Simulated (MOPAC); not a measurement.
**InN₂H₄Br: geometry relaxation (part 3 of 3)**

Continued. System: InN₂H₄Br, SMILES [NH2][In]([NH2])[Br]. Method: MNDO, closed shell (MOPAC 23.2.5). The atoms were displaced at random from an optimised geometry.

Geometry of the input (Å):
```
N  -0.8053  1.6711  0.0566
In -0.1948  -0.2069  -0.3274
N  0.8035  -1.4383  0.8789
Br -1.1507  -1.2533  -2.3800
H  -1.1185  2.2003  -0.7548
H  -0.1925  2.2586  0.6023
H  1.2005  -2.2622  0.4124
H  1.5294  -1.0464  1.4722
```

Trajectory as extended XYZ, continued
```
8
Properties=species:S:1:pos:R:3:forces:R:3 step=28 energy=1.28661
N    -0.8558    1.7853    0.1554    0.0008   0.0029   0.0008
In   -0.2131   -0.2291   -0.3824    0.0032  -0.0021   0.0017
N     0.8584   -1.4978    1.0338   -0.0020  -0.0006  -0.0004
Br   -1.1642   -1.2667   -2.4266    0.0026  -0.0007   0.0012
H    -1.0997    2.2745   -0.6828   -0.0035   0.0000   0.0008
H    -0.0716    2.2738    0.5404   -0.0003   0.0016  -0.0021
H     1.2561   -2.2672    0.5328   -0.0030  -0.0007  -0.0024
H     1.6324   -0.9779    1.3979    0.0022  -0.0004   0.0003
8
Properties=species:S:1:pos:R:3:forces:R:3 step=29 energy=1.28660
N    -0.8557    1.7855    0.1558    0.0008   0.0033   0.0004
In   -0.2132   -0.2289   -0.3824    0.0052  -0.0042   0.0025
N     0.8584   -1.4978    1.0336   -0.0030  -0.0008   0.0002
Br   -1.1640   -1.2670   -2.4266    0.0027   0.0000   0.0019
H    -1.1002    2.2745   -0.6823   -0.0033   0.0004   0.0012
H    -0.0711    2.2741    0.5400   -0.0009   0.0011  -0.0026
H     1.2557   -2.2675    0.5328   -0.0034  -0.0006  -0.0035
H     1.6325   -0.9784    1.3978    0.0019   0.0009  -0.0002
8
Properties=species:S:1:pos:R:3:forces:R:3 step=30 energy=1.28658
N    -0.8551    1.7867    0.1576    0.0009   0.0034  -0.0018
In   -0.2136   -0.2278   -0.3826    0.0112  -0.0082   0.0056
N     0.8577   -1.4982    1.0323   -0.0040  -0.0018   0.0034
Br   -1.1631   -1.2684   -2.4264    0.0029   0.0033   0.0049
H    -1.1038    2.2744   -0.6800   -0.0029   0.0015   0.0024
H    -0.0691    2.2764    0.5376   -0.0025  -0.0022  -0.0041
H     1.2531   -2.2689    0.5315   -0.0037  -0.0010  -0.0059
H     1.6332   -0.9814    1.3973   -0.0019   0.0049  -0.0045
8
Properties=species:S:1:pos:R:3:forces:R:3 step=31 energy=1.28657
N    -0.8550    1.7871    0.1580    0.0007   0.0026  -0.0020
In   -0.2137   -0.2275   -0.3825    0.0103  -0.0066   0.0053
N     0.8574   -1.4986    1.0318   -0.0027  -0.0021   0.0035
Br   -1.1628   -1.2688   -2.4262    0.0026   0.0037   0.0046
H    -1.1052    2.2744   -0.6794   -0.0030   0.0013   0.0016
H    -0.0685    2.2772    0.5365   -0.0021  -0.0025  -0.0035
H     1.2521   -2.2693    0.5305   -0.0032  -0.0010  -0.0047
H     1.6334   -0.9823    1.3966   -0.0026   0.0045  -0.0048
8
Properties=species:S:1:pos:R:3:forces:R:3 step=32 energy=1.28653
N    -0.8553    1.7897    0.1587    0.0010  -0.0029  -0.0007
In   -0.2140   -0.2257   -0.3814   -0.0018   0.0063  -0.0009
N     0.8556   -1.5019    1.0286    0.0047  -0.0012   0.0011
Br   -1.1603   -1.2703   -2.4244   -0.0015   0.0043  -0.0014
H    -1.1134    2.2745   -0.6777   -0.0026  -0.0022  -0.0024
H    -0.0661    2.2820    0.5286    0.0006  -0.0012  -0.0001
H     1.2466   -2.2719    0.5229    0.0000  -0.0004   0.0051
H     1.6340   -0.9877    1.3912   -0.0004  -0.0025  -0.0009
8
Properties=species:S:1:pos:R:3:forces:R:3 step=33 energy=1.28653
N    -0.8551    1.7892    0.1586    0.0007  -0.0011  -0.0004
In   -0.2141   -0.2261   -0.3816    0.0015   0.0011   0.0000
N     0.8561   -1.5012    1.0293    0.0016  -0.0007   0.0012
Br   -1.1607   -1.2699   -2.4248   -0.0010   0.0039  -0.0005
H    -1.1120    2.2744   -0.6780   -0.0024  -0.0016  -0.0016
H    -0.0662    2.2809    0.5298   -0.0002  -0.0005  -0.0006
H     1.2476   -2.2716    0.5247   -0.0010  -0.0006   0.0021
H     1.6341   -0.9864    1.3917    0.0008  -0.0006  -0.0003
8
Properties=species:S:1:pos:R:3:forces:R:3 step=34 energy=1.28653
N    -0.8551    1.7890    0.1585    0.0009  -0.0002  -0.0003
In   -0.2142   -0.2262   -0.3815    0.0025  -0.0008   0.0001
N     0.8562   -1.5011    1.0295    0.0001  -0.0005   0.0010
Br   -1.1608   -1.2698   -2.4249   -0.0011   0.0036  -0.0005
H    -1.1119    2.2743   -0.6781   -0.0020  -0.0016  -0.0009
H    -0.0661    2.2806    0.5297   -0.0009   0.0000  -0.0009
H     1.2478   -2.2716    0.5252   -0.0014  -0.0005   0.0011
H     1.6343   -0.9861    1.3916    0.0019   0.0001   0.0004
8
Properties=species:S:1:pos:R:3:forces:R:3 step=35 energy=1.28652
N    -0.8551    1.7888    0.1582    0.0014   0.0016  -0.0001
In   -0.2143   -0.2264   -0.3814    0.0041  -0.0046   0.0000
N     0.8565   -1.5010    1.0298   -0.0031  -0.0001   0.0005
Br   -1.1608   -1.2694   -2.4250   -0.0013   0.0029  -0.0008
H    -1.1124    2.2737   -0.6784   -0.0012  -0.0019   0.0006
H    -0.0658    2.2803    0.5288   -0.0024   0.0013  -0.0013
H     1.2477   -2.2721    0.5262   -0.0018  -0.0003  -0.0007
H     1.6348   -0.9858    1.3910    0.0043   0.0011   0.0020
8
Properties=species:S:1:pos:R:3:forces:R:3 step=36 energy=1.28651
N    -0.8553    1.7885    0.1578    0.0020   0.0031  -0.0002
In   -0.2142   -0.2266   -0.3811    0.0049  -0.0080  -0.0003
N     0.8568   -1.5010    1.0303   -0.0062   0.0003   0.0000
Br   -1.1608   -1.2688   -2.4251   -0.0015   0.0019  -0.0013
H    -1.1141    2.2726   -0.6789   -0.0004  -0.0020   0.0021
H    -0.0654    2.2805    0.5267   -0.0036   0.0029  -0.0014
H     1.2470   -2.2729    0.5272   -0.0019  -0.0003  -0.0023
H     1.6357   -0.9859    1.3902    0.0066   0.0021   0.0033
8
Properties=species:S:1:pos:R:3:forces:R:3 step=37 energy=1.28649
N    -0.8560    1.7879    0.1567    0.0046   0.0061  -0.0009
In   -0.2136   -0.2272   -0.3803    0.0045  -0.0123  -0.0009
N     0.8574   -1.5013    1.0316   -0.0097   0.0009  -0.0003
Br   -1.1609   -1.2669   -2.4252   -0.0015  -0.0005  -0.0020
H    -1.1204    2.2688   -0.6801    0.0014  -0.0022   0.0054
H    -0.0646    2.2821    0.5194   -0.0068   0.0052  -0.0015
H     1.2442   -2.2756    0.5295   -0.0012   0.0000  -0.0040
H     1.6386   -0.9873    1.3881    0.0087   0.0028   0.0043
8
Properties=species:S:1:pos:R:3:forces:R:3 step=38 energy=1.28648
N    -0.8569    1.7876    0.1561    0.0049   0.0041  -0.0025
In   -0.2123   -0.2274   -0.3797    0.0000  -0.0065  -0.0008
N     0.8573   -1.5020    1.0325   -0.0050  -0.0004   0.0004
Br   -1.1609   -1.2655   -2.4250   -0.0006  -0.0016  -0.0018
H    -1.1289    2.2645   -0.6806    0.0013  -0.0008   0.0051
H    -0.0644    2.2857    0.5110   -0.0054   0.0043  -0.0001
H     1.2398   -2.2784    0.5305    0.0010  -0.0006  -0.0015
H     1.6414   -0.9906    1.3866    0.0038   0.0015   0.0011
8
Properties=species:S:1:pos:R:3:forces:R:3 step=39 energy=1.28648
N    -0.8565    1.7883    0.1570   -0.0027  -0.0118   0.0035
In   -0.2120   -0.2268   -0.3804   -0.0037   0.0079   0.0007
N     0.8563   -1.5022    1.0316    0.0067  -0.0006   0.0021
Br   -1.1610   -1.2669   -2.4248    0.0008   0.0017   0.0010
H    -1.1267    2.2664   -0.6791   -0.0059   0.0058  -0.0114
H    -0.0663    2.2871    0.5150    0.0090   0.0009   0.0049
H     1.2404   -2.2768    0.5279    0.0020  -0.0025   0.0034
H     1.6396   -0.9913    1.3888   -0.0062  -0.0016  -0.0042
8
Properties=species:S:1:pos:R:3:forces:R:3 step=40 energy=1.28647
N    -0.8565    1.7879    0.1566    0.0018  -0.0011  -0.0005
In   -0.2123   -0.2272   -0.3801   -0.0010   0.0000  -0.0001
N     0.8569   -1.5020    1.0321    0.0011  -0.0006   0.0009
Br   -1.1609   -1.2662   -2.4250   -0.0001   0.0000  -0.0003
H    -1.1274    2.2657   -0.6798   -0.0009   0.0011  -0.0005
H    -0.0651    2.2862    0.5133   -0.0005   0.0014   0.0009
H     1.2403   -2.2775    0.5294    0.0007  -0.0006   0.0008
H     1.6405   -0.9906    1.3875   -0.0011  -0.0001  -0.0011
8
Properties=species:S:1:pos:R:3:forces:R:3 step=41 energy=1.28647
N    -0.8565    1.7878    0.1566    0.0011  -0.0008  -0.0006
In   -0.2123   -0.2273   -0.3801   -0.0007  -0.0003   0.0000
N     0.8570   -1.5019    1.0322    0.0003  -0.0005   0.0005
Br   -1.1610   -1.2662   -2.4250   -0.0001   0.0000  -0.0003
H    -1.1271    2.2658   -0.6799   -0.0006   0.0007  -0.0001
H    -0.0653    2.2861    0.5137   -0.0003   0.0014   0.0008
H     1.2406   -2.2775    0.5296    0.0005  -0.0004   0.0004
H     1.6405   -0.9903    1.3876   -0.0003   0.0001  -0.0006
8
Properties=species:S:1:pos:R:3:forces:R:3 step=42 energy=1.28647
N    -0.8564    1.7876    0.1562   -0.0003   0.0005   0.0005
In   -0.2124   -0.2275   -0.3802    0.0004  -0.0001   0.0000
N     0.8572   -1.5017    1.0325   -0.0004   0.0004  -0.0003
Br   -1.1612   -1.2661   -2.4252    0.0002   0.0001   0.0002
H    -1.1253    2.2666   -0.6802    0.0002  -0.0005   0.0000
H    -0.0661    2.2856    0.5158   -0.0001  -0.0006  -0.0005
H     1.2419   -2.2769    0.5301   -0.0006   0.0002  -0.0004
H     1.6400   -0.9893    1.3880    0.0006   0.0000   0.0004
8
Properties=species:S:1:pos:R:3:forces:R:3 step=43 energy=1.28647
N    -0.8564    1.7877    0.1564    0.0004   0.0002  -0.0001
In   -0.2123   -0.2274   -0.3801   -0.0001   0.0000   0.0000
N     0.8571   -1.5019    1.0324    0.0001   0.0000   0.0001
Br   -1.1611   -1.2661   -2.4251    0.0001   0.0000   0.0000
H    -1.1267    2.2660   -0.6800    0.0000  -0.0001   0.0002
H    -0.0656    2.2861    0.5143   -0.0004   0.0001  -0.0001
H     1.2410   -2.2774    0.5299   -0.0001   0.0000   0.0000
H     1.6404   -0.9899    1.3876    0.0000  -0.0001  -0.0001
```

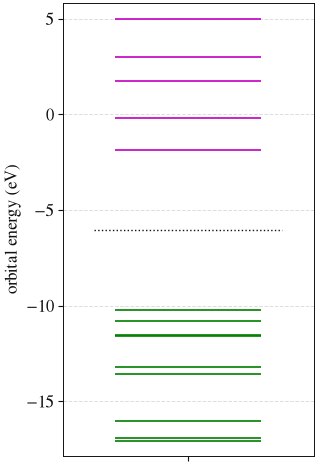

Figure 1. Orbital energies near the frontier; the dotted line parts filled from empty levels, and levels within 0.02 eV of each other stand side by side. Highest filled −10.21 eV, lowest empty −1.87 eV, 8.34 eV apart.

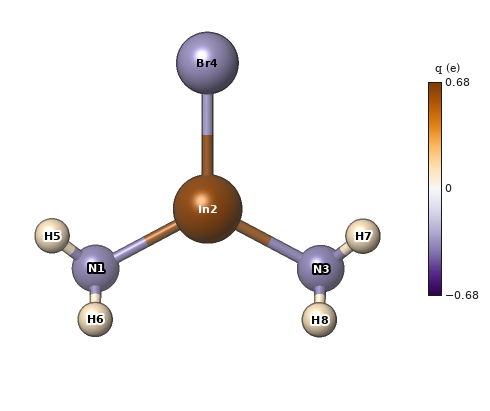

Figure 2. Mulliken charges, as the colour of each atom (ball-and-stick view, seen on its broad side; atoms are numbered from 1 in the order of the input). By element: N −0.41, In +0.65, Br −0.33 and H +0.12 to +0.13 e.

Key numbers

| quantity | value |
| --- | --- |
| outcome | converged |
| total energy | −32.090492 hartree |
| dispersion energy | 0.000000 hartree |
| heat of formation | 29.67 kcal/mol |
| basis functions | 20 |
| largest force | 0.000 eV/Å |
| HOMO | −10.21 eV |
| LUMO | −1.87 eV |
| dipole moment | 3.31 D |
| hardware | 1 thread of Arm Neoverse V1, 24 GiB of memory available, shared host |
| peak memory | 0.094 GiB |

Remarks

MOPAC's energies along a path are heats of formation.
